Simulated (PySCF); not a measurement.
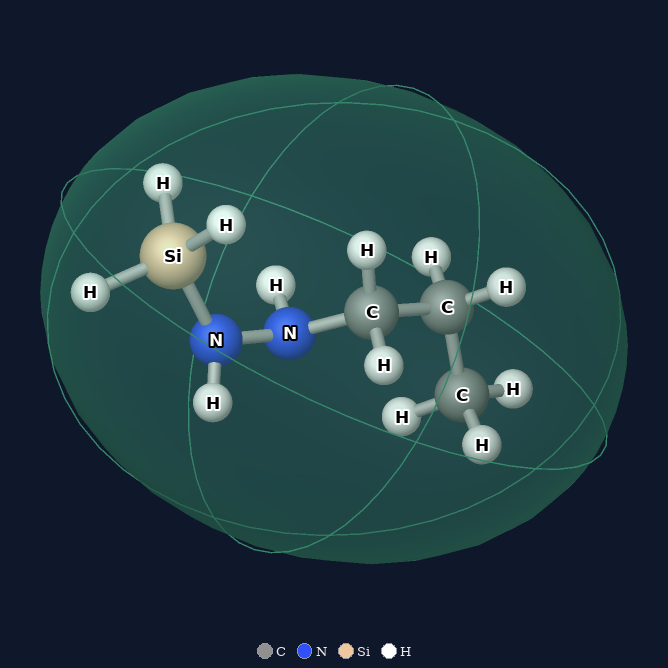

The ellipsoid shows the static dipole polarisability: its half-axes are proportional to the principal values. The geometry was computed by an optimisation with GFN2-xTB. No frequency run is at hand to confirm it as a minimum. Computed with PBE0/def2-SVPD (PySCF 2.14.0).

Question: Give the principal values, the mean and the anisotropy.

Answer: Principal values 72.0, 75.6, 100.3 bohr³; mean 82.6 bohr³ (12.25 Å³); anisotropy 26.7 bohr³, so the longest axis is 1.39 times the shortest.

The geometry is semi-empirical. Around Si such bond lengths and angles can be off by a tenth of an ångström or more and by several degrees, and values that hang on the shape move with them.
